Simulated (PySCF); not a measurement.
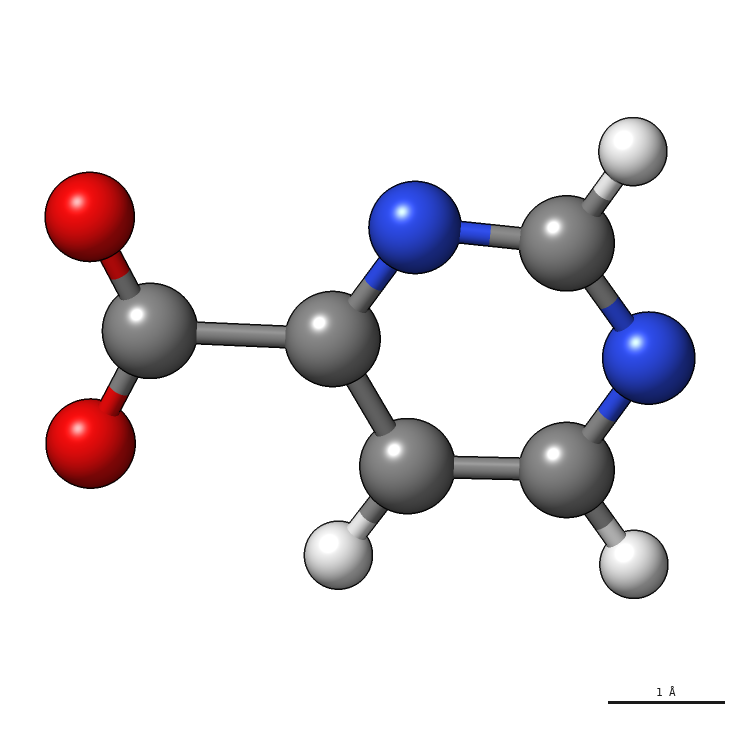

The picture shows a molecular structure as a ball-and-stick model. Colours: oxygen red, carbon grey, nitrogen blue, hydrogen white.

State: charge −1, singlet. The geometry was computed by an optimisation with GFN2-xTB. No frequency run is at hand to confirm it as a minimum.

Identify the structure.

Formula C₅H₃N₂O₂⁻. As SMILES it reads `O=C([O-])c1ccncn1`. Independent rings (smallest set): 1 of 6 members, 1 of them aromatic. This geometry has Cs symmetry. All atoms lie on one plane. Coordination: 5 C trigonal planar; 2 N bent.

The parts below concern this one geometry. Atoms keep their numbers from picture to picture.

NMR shielding

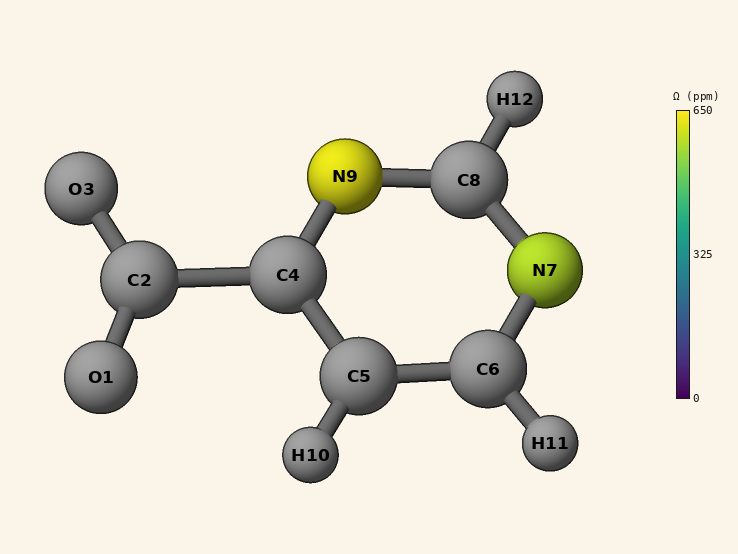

The N atoms are coloured by the span of their shielding tensor. No frequency run is at hand to confirm it as a minimum. Level of theory: GIAO PBE0/pcSseg-1 NMR shielding, non-relativistic, gas phase (PySCF 2.14.0). Principal shieldings σ11 ≤ σ22 ≤ σ33, span Ω = σ33 − σ11, skew κ = 3(σiso − σ22)/Ω.

Give the shielding tensors of the N atoms.

| atom | σ11 | σ22 | σ33 | σiso | Ω | κ |
| --- | --- | --- | --- | --- | --- | --- |
| N7 | −284.9 | −158.6 | 293.6 | −50.0 | 578.5 | 0.56 |
| N9 | −345.4 | −149.1 | 279.9 | −71.5 | 625.3 | 0.37 |

Shieldings and span in ppm.

Electronic properties

No frequency run is at hand to confirm it as a minimum. Method: PBE0/def2-SVPD, gas phase (PySCF 2.14.0).

Estimate the HOMO energy (Kohn–Sham orbital).

Answer. −2.13 eV.

What is the mean static polarisability?

Answer. 82.6 bohr³.

Charges

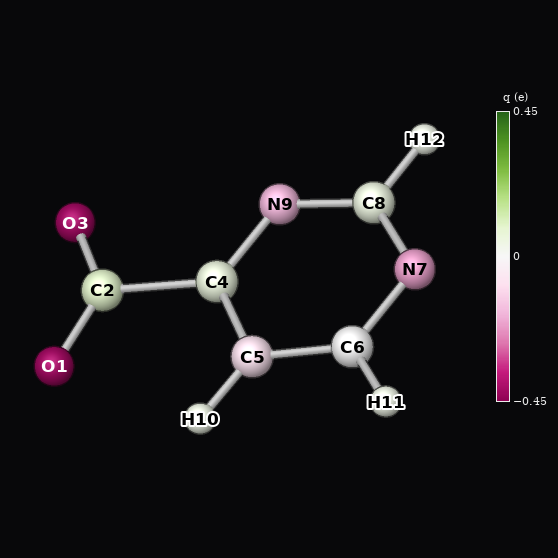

Atoms are coloured by their Hirshfeld charges. No frequency run is at hand to confirm it as a minimum. Method: PBE0/pcSseg-1, gas phase (PySCF 2.14.0).

List the Hirshfeld charges.

| atom | value (e) |
| --- | --- |
| O1 | −0.42 |
| C2 | 0.09 |
| O3 | −0.42 |
| C4 | 0.06 |
| C5 | −0.07 |
| C6 | 0.00 |
| N7 | −0.21 |
| C8 | 0.05 |
| N9 | −0.17 |
| H10 | 0.04 |
| H11 | 0.03 |
| H12 | 0.03 |
